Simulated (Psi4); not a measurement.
# AlSnSiH7 (SMILES [SiH3][AlH][SnH3]) at SCAN/def2-TZVP (core potential, ints tolerance 1e-06, sweep point 3)

Aim: the vertical ionisation energy of AlSnSiH7 at SCAN/def2-TZVP (core potential, ints tolerance 1e-06, sweep point 3), from 2 runs. 

The results are computed with Psi4 1.11.

4 further runs of the same task are left out: 4 set aside as unsound or not needed. Runs told in other sessions of the task aren't counted.

## (1) The molecule

AlSnSiH7: 10 atoms, total charge 0, spin state singlet. SMILES: `[SiH3][AlH][SnH3]`. The shape is that of a PBE0-D4/def2-TZVP optimisation.

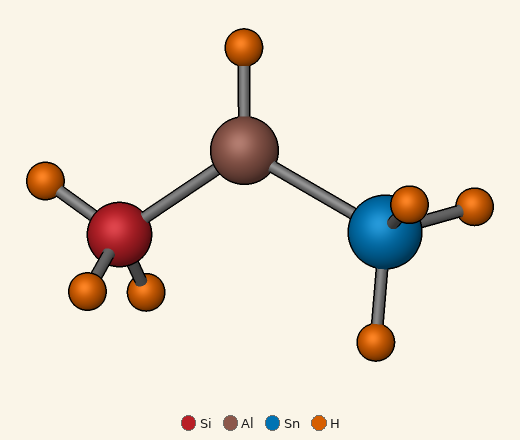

The structure, seen from a chosen angle (silicon red, aluminium brown, tin blue, hydrogen orange).

## (2) The energy at SCAN/def2-TZVP (core potential, ints tolerance 1e-06, sweep point 3)

File job.inp:

```
memory 1.6 GB

molecule mol {
  0 1
  Si    -1.727600     1.016900    -0.987400
  Al     0.630900     0.366100    -0.771800
  Sn     1.403800    -1.143700     1.279600
  H     -2.584500    -0.202700    -1.056000
  H     -2.025800     1.852500    -2.183800
  H     -2.154500     1.780100     0.221500
  H      1.723200     0.824500    -1.833100
  H      2.608000    -0.374300     2.224600
  H      0.128400    -1.541500     2.349800
  H      2.081400    -2.629000     0.759800
  symmetry c1
}

set {
  puream               true
  scf_type             direct
  dft_radial_points    99
  dft_spherical_points 590
  ints_tolerance       1e-06
  maxiter              60
}

energy("scan/def2-TZVP")
print_variables()
```

The run is started by

```bash
$ psi4 job.inp job.out -n 1
```

job.out:

```text
[...]
    !!!  WARNING: ECP capability is in beta. Please check occupations closely.  !!!
[...]
  Running in c1 symmetry.
[...]
  Nuclear repulsion =  203.629633121663261
[...]
  Multiplicity = 1
[...]
  Nalpha       = 28
  Nbeta        = 28
[...]
    Number of basis functions: 166
[...]
 WARNING: Atomic UHF is not converging! Try casting from a smaller basis or call Rob at CCMST.
   -------------------------
[...]
   @DF-RKS iter   1:  -750.18119082919588   -1.14496e+00   4.89676e-03 DIIS/ADIIS
[...]
   @RKS iter  10:  -750.49304669544233   -3.59150e-07   2.30778e-07 DIIS
[...]
    Orbital Energies [Eh]
    ---------------------
    Doubly Occupied:
       1A    -65.823265     2A    -55.749076     3A     -5.193243
       4A     -5.036040     5A     -4.088682     6A     -3.535368
       7A     -3.535244     8A     -3.534858     9A     -3.368617
      10A     -3.368437    11A     -3.368134    12A     -2.629907
      13A     -2.620985    14A     -2.619554    15A     -0.950271
      16A     -0.949972    17A     -0.946796    18A     -0.944300
      19A     -0.944290    20A     -0.506787    21A     -0.483096
      22A     -0.369444    23A     -0.327019    24A     -0.326723
      25A     -0.297674    26A     -0.297236    27A     -0.265457
      28A     -0.236952
[...]
  @RKS Final Energy:  -750.49304669544233
   => Energetics <=
    Nuclear Repulsion Energy =            203.6296331216632609
    One-Electron Energy =               -1525.4270641725825044
    Two-Electron Energy =                 631.5852827462394998
    DFT Exchange-Correlation Energy =     -60.2808983907626725
    Empirical Dispersion Energy =           0.0000000000000000
    VV10 Nonlocal Energy =                  0.0000000000000000
    Total Energy =                       -750.4930466954423309
[...]
 Multipole Moments:
 ------------------------------------------------------------------------------------
     Multipole            Electronic (a.u.)      Nuclear  (a.u.)        Total (a.u.)
 ------------------------------------------------------------------------------------
 L = 1.  Multiply by 2.5417464519 to convert [e a0] to [Debye]
 Dipole X            :         51.8041505          -51.8380241           -0.0338737
 Dipole Y            :        -45.2833282           45.4473493            0.1640211
 Dipole Z            :         52.0864371          -52.3241549           -0.2377178
 Magnitude           :                                                    0.2907922
[...]
```

It took 49 s on 1 thread of AMD EPYC 9B45 (Zen 5), shared host; peak memory 1.3 GiB.

## (3) The doublet cation, same level

Edit job.inp of step 2 so:

```diff
@@ -3,3 +3,3 @@
 molecule mol {
-  0 1
+  1 2
   Si    -1.727600     1.016900    -0.987400
@@ -17,12 +17,11 @@
 
-set {
-  puream               true
-  scf_type             direct
-  dft_radial_points    99
-  dft_spherical_points 590
-  ints_tolerance       1e-06
-  maxiter              60
-}
+set basis def2-TZVP
+set reference uks
+set puream true
+set scf_type direct
+set dft_radial_points 99
+set dft_spherical_points 590
+set ints_tolerance 1e-06
+set maxiter 100
 
-energy("scan/def2-TZVP")
-print_variables()
+energy_value = energy("scan")
```

The run is started by

```bash
$ psi4 job.inp job.out -n 1
```

job.out:

```text
[...]
    !!!  WARNING: ECP capability is in beta. Please check occupations closely.  !!!
[...]
  Running in c1 symmetry.
[...]
  Nuclear repulsion =  203.629633121663261
[...]
  Multiplicity = 2
[...]
  Nalpha       = 28
  Nbeta        = 27
[...]
    Number of basis functions: 166
[...]
 WARNING: Atomic UHF is not converging! Try casting from a smaller basis or call Rob at CCMST.
   -------------------------
[...]
   @DF-UKS iter   1:  -749.84891391304097   -8.12678e-01   4.71538e-03 ADIIS/DIIS
[...]
   @UKS iter  14:  -750.16870024362993   -3.21300e-07   3.25034e-07 DIIS
[...]
   @S^2 Observed:                7.595817176E-01
[...]
    Orbital Energies [Eh]
    ---------------------
    Alpha Occupied:
       1A    -66.017835     2A    -55.965065     3A     -5.387239
       4A     -5.240425     5A     -4.303141     6A     -3.732663
       7A     -3.727927     8A     -3.727772     9A     -3.577703
      10A     -3.570435    11A     -3.569974    12A     -2.843071
      13A     -2.839885    14A     -2.831983    15A     -1.156427
      16A     -1.155063    17A     -1.154214    18A     -1.146561
      19A     -1.146394    20A     -0.696891    21A     -0.679918
      22A     -0.561912    23A     -0.501542    24A     -0.497223
      25A     -0.482213    26A     -0.478481    27A     -0.453157
      28A     -0.451982
    Alpha Virtual:
[...]
  @UKS Final Energy:  -750.16870024362993
   => Energetics <=
    Nuclear Repulsion Energy =            203.6296331216632609
    One-Electron Energy =               -1514.3527806351344225
    Two-Electron Energy =                 620.5592578444124001
    DFT Exchange-Correlation Energy =     -60.0048105745712874
    Empirical Dispersion Energy =           0.0000000000000000
    VV10 Nonlocal Energy =                  0.0000000000000000
    Total Energy =                       -750.1687002436299281
  UHF NO Occupations:
  HONO-2 :   26  A 1.9995970
  HONO-1 :   27  A 1.9964092
[...]
 Multipole Moments:
 ------------------------------------------------------------------------------------
     Multipole            Electronic (a.u.)      Nuclear  (a.u.)        Total (a.u.)
 ------------------------------------------------------------------------------------
 L = 1.  Multiply by 2.5417464519 to convert [e a0] to [Debye]
 Dipole X            :         50.9341782          -51.8380241           -0.9038460
 Dipole Y            :        -44.4756327           45.4473493            0.9717166
 Dipole Z            :         51.1387755          -52.3241549           -1.1853794
 Magnitude           :                                                    1.7794086
[...]
```

Wall time 1.9 min (1 thread of AMD EPYC 9B45 (Zen 5), shared host); peak memory 1.3 GiB.

## (4) Summary of results

At SCAN/def2-TZVP (core potential, ints tolerance 1e-06, sweep point 3):

| quantity | value |
| --- | --- |
| singlet AlSnSiH7: total energy | -750.49305 Eh |
| singlet AlSnSiH7: dipole moment | 0.74 D |
| singlet AlSnSiH7: HOMO energy | -6.45 eV |
| singlet AlSnSiH7: LUMO energy | -3.07 eV |
| singlet AlSnSiH7: HOMO–LUMO gap | 3.38 eV |
| doublet cation: total energy | -750.16870 Eh |
| doublet cation: HOMO energy (highest over α and β) | -12.08 eV |
| doublet cation: LUMO energy (lowest over α and β) | -11.16 eV |
| doublet cation: ⟨S²⟩ | 0.760 |
| vertical ionisation energy (to the doublet cation) | 8.826 eV |

**Reading.** Removing an electron at fixed nuclei costs 8.83 eV (204 kcal/mol). The negative HOMO energy of the first species, 6.45 eV, lies 2.38 eV below that difference.
